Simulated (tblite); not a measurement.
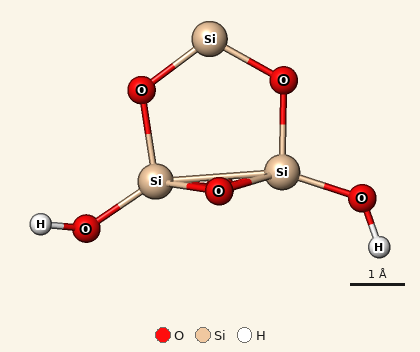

**Figure 1.** The input geometry (ball-and-stick view, seen on its broad side).

## Frequency calculation of Si3H2O6 (charge +1)

Si3H2O6 (hydroxylated trisilicon oxide cation), charge +1, multiplicity 2, computed with GFN2-xTB harmonic vibrations, gas phase (tblite 0.8.0).

## Input
```
{"job": {"kind": "ir", "xc": "GFN2-xTB", "basis": "xTB"}, "charge": 1, "multiplicity": 2}
O      2.640431    -0.820275    -0.021430
Si     1.204727    -0.205028    -0.095923
O      1.390199     1.464623    -0.366768
Si     0.092340     2.349313    -0.479080
O     -1.249486     1.537939    -0.308996
Si    -1.146145    -0.157175    -0.064612
O     -2.508742    -0.919815    -0.052284
O      0.000724    -0.594802    -1.177689
O      0.042904    -0.231084     1.097458
H      2.870246    -1.742057     0.107854
H     -3.331773    -0.678967     0.375428
```

The first line tells a small driver script what to run in tblite; the rest is the geometry in Å.

Machine: 1 CPU thread, shared host.

Launched with:
```bash
OMP_NUM_THREADS=1 python <driver script> task.json out
```

## The program's output
```
mode    cm-1     km/mol
  1     110.5    110.26
  2     139.8      4.33
  3     145.4      0.90
  4     164.0     52.56
  5     174.3      3.25
  6     194.8      4.17
  7     237.9    194.13
  8     270.7      2.79
  9     280.9     16.16
 10     320.6     76.23
 11     338.2     51.39
 12     456.0     65.20
 13     474.5     12.68
 14     542.1     35.89
 15     564.1      1.18
 16     629.1    155.59
 17     684.5    329.13
 18     723.2    205.10
 19     734.6    212.07
 20     824.6    425.67
 21     867.1    104.04
 22    1012.5    130.12
 23    1057.9    213.30
 24    1144.6    660.57
 25    1193.8     72.42
 26    3558.9    368.74
 27    3567.5    131.60
```

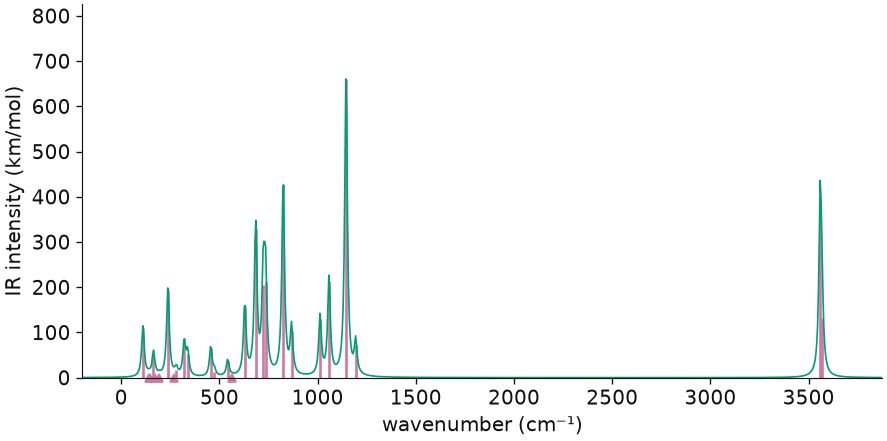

**Figure 2.** Harmonic infrared spectrum, unscaled: sticks (degenerate modes added up, dark ones marked on the axis) with a Lorentzian envelope of 16 cm⁻¹ full width, scaled to the tallest stick. 27 modes from 110 to 3568 cm⁻¹, none imaginary. The strongest line is at 1145 cm⁻¹ (661 km/mol).

## Summary

| quantity | value |
| --- | --- |
| outcome | converged |
| total energy | −830.6389 eV |
| zero-point energy | 29.1810 kcal/mol |
| peak memory | 0.18 GiB |
